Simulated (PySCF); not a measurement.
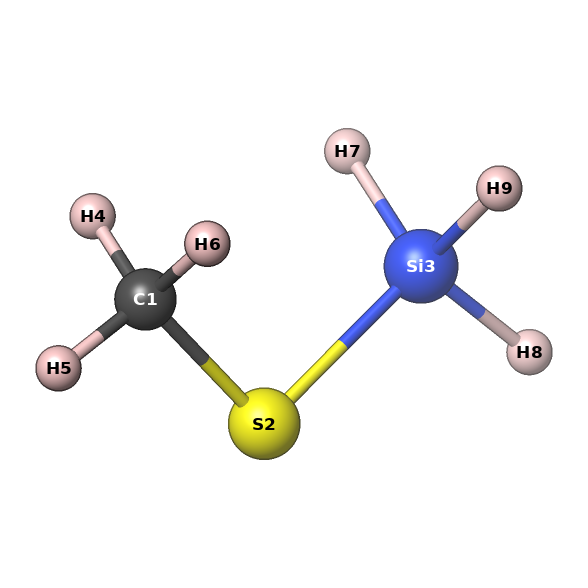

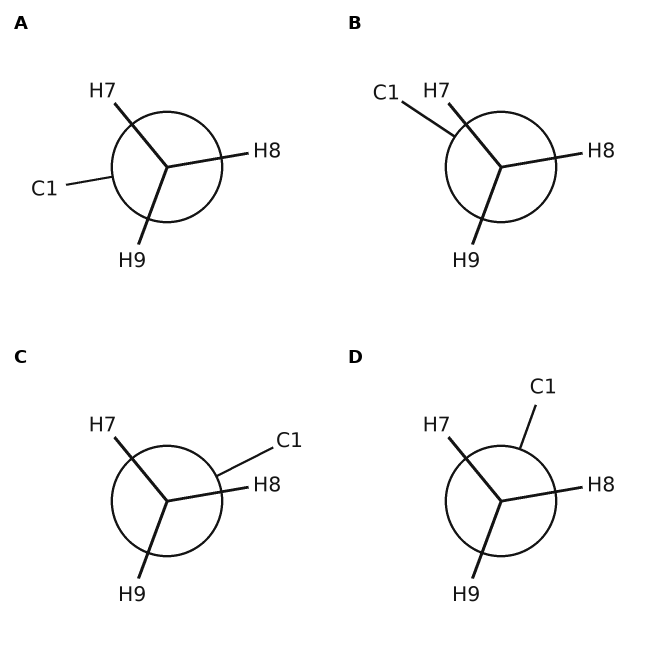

Atoms fade into the background with distance from the viewer. Bonds that would overlap in a projection are set slightly apart. Computed geometry: PBE0-D3(BJ)/def2-SVP optimisation. No frequency run is at hand to confirm it as a minimum.

> Which Newman projection shows the view along Si3–S2, with Si3 in front?

A. The torsion angle H7–Si3–S2–C1 is −61°, synclinal (gauche).
